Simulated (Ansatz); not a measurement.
# AsH₃OZn···H₂: what the fields show

Input file:

```
crystal:
  periodic: [false, false, false]
  atoms:
    - {symbol: Zn, position_ang: [-0.377761, 0.063630, 0.137116]}
    - {symbol: H, position_ang: [0.597274, -2.040135, -1.414342]}
    - {symbol: O, position_ang: [-1.576184, -1.150474, -0.399255]}
    - {symbol: H, position_ang: [1.320963, -1.847384, -1.435035]}
    - {symbol: As, position_ang: [1.317513, 1.571442, 0.769275]}
    - {symbol: H, position_ang: [-2.485132, -0.998549, -0.135767]}
    - {symbol: H, position_ang: [0.465987, 2.746843, 0.300744]}
    - {symbol: H, position_ang: [0.737339, 1.654626, 2.177465]}
basis:
  gaussian: {orbitals: def2-TZVPP}
hamiltonian: {xc: pbe0, dispersion: d4}
output: {orbitals: {seedname: orbitals}}
```

Launched as:

```sh
ansatz run in.yaml --threads 8 --pin off --events-out ev --progress --plain --max-ram 19148MiB
```

The product side of a reaction path; geometry: PBE0-D4/def2-TZVP.

Computed with RKS PBE0-D4/def2-TZVPP (Ansatz 0.2.0).

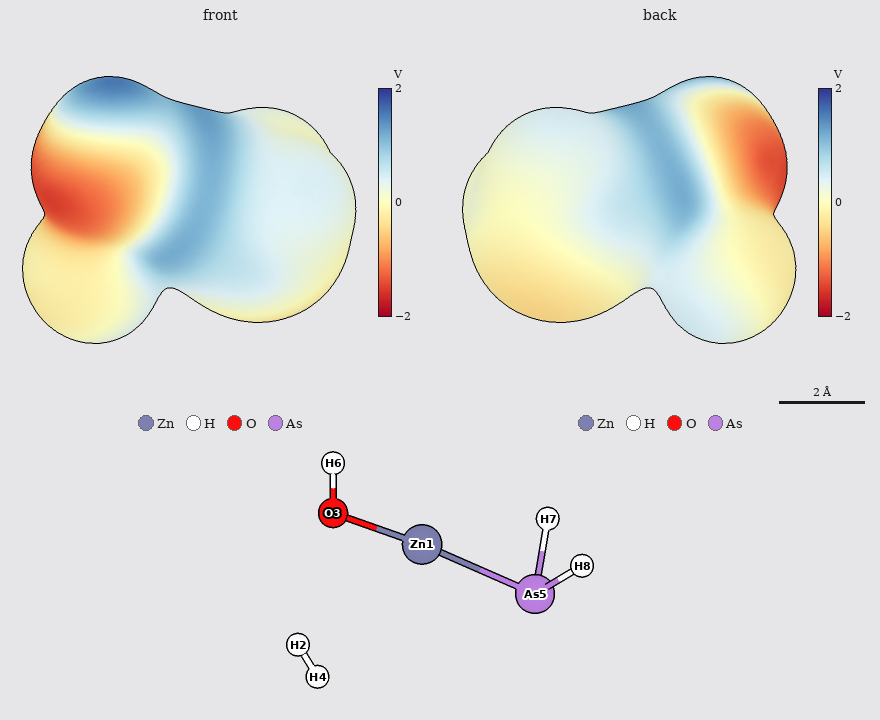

Figure 1. The electrostatic potential painted on the density surface at 0.001 e/bohr³, seen from the front and from behind; the colour scale runs from red (negative) to blue (positive). The bare structure is drawn below in the same view.

### Which sites attract a positive test charge, and which a negative one?

A positive charge is drawn to the negative regions and a negative charge to the positive ones. The most negative region (about −1.5 V, or −35 kcal/mol for a unit charge) lies over O3, the most positive (about +1.5 V, or +35 kcal/mol for a unit charge) over H6. O3 is the likeliest acceptor of a hydrogen bond.

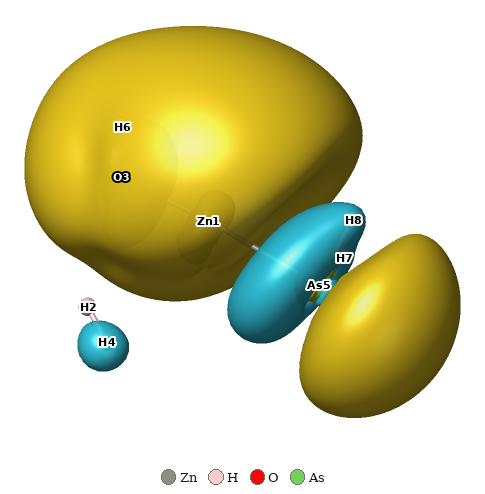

Figure 2. The LUMO at ±0.04 Å⁻³ᐟ² (yellow and cyan are the two phases), seen at a tilt.

### Describe this orbital and give its energy.

It lies mainly on Zn1 (about 50 %), As5 (about 25 %), O3 (about 10 %) and H6 (about 5 %). Its energy is −0.76 eV.

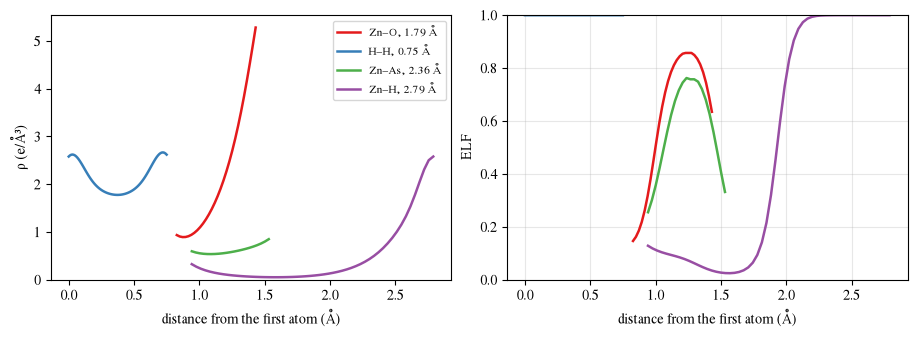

Figure 3. Total electron density and electron localisation function along straight lines between neighbouring atoms. The curves leave out the atomic cores.

### What can be read from the curves?

Zn–O (1.79 Å): the density is about 0.89 e/Å³ at the midpoint; the ELF peaks at about 0.85 in the valence shell of O, 0.6 Å from its nucleus, and is about 0.20 at the midpoint.
H–H (0.75 Å): the density is about 1.8 e/Å³ at the midpoint; the ELF is about 1 at the midpoint.
Zn–As (2.36 Å): ρ is about 0.55 e/Å³ halfway; the ELF peaks at about 0.75 in the valence shell of As, 1.1 Å from its nucleus, and is about 0.70 at the midpoint.
Zn1···H2 (2.79 Å): the density falls to about 0.05 e/Å³ on the way; the ELF dips to about 0 between them.
